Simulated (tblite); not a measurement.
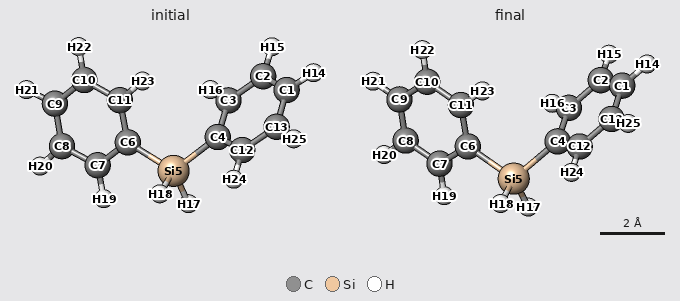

The structure of C$_{12}$H$_{12}$Si before (left) and after (right) a relaxation, at one scale.

The picture is a ball-and-stick view, seen at a tilt.

These are results of GFN2-xTB geometry optimisation, gas phase (tblite), not measurements. 

Summarise the run.

Answer. The atom that moves furthest after the best rigid fit is H25 (0.54 Å). By element the largest moves are H 0.54 Å, C 0.30 Å, Si 0.25 Å. Near-neighbour distances that change, for instance: Si5–C6 1.811 → 1.889 Å, C4–Si5 1.834 → 1.887 Å, C2–C3 1.415 → 1.383 Å, Si5–H18 1.496 → 1.470 Å. Among the angles between lasting bonds that change: C4–Si5–C6 114.3° → 108.6°, C6–Si5–H17 113.7° → 108.9°, Si5–C6–C11 126.0° → 121.6°. After 97 geometry steps the energy has fallen by 0.268 eV. Cost: 1.3 s on 2 threads of AMD EPYC 9R14, on a shared host.
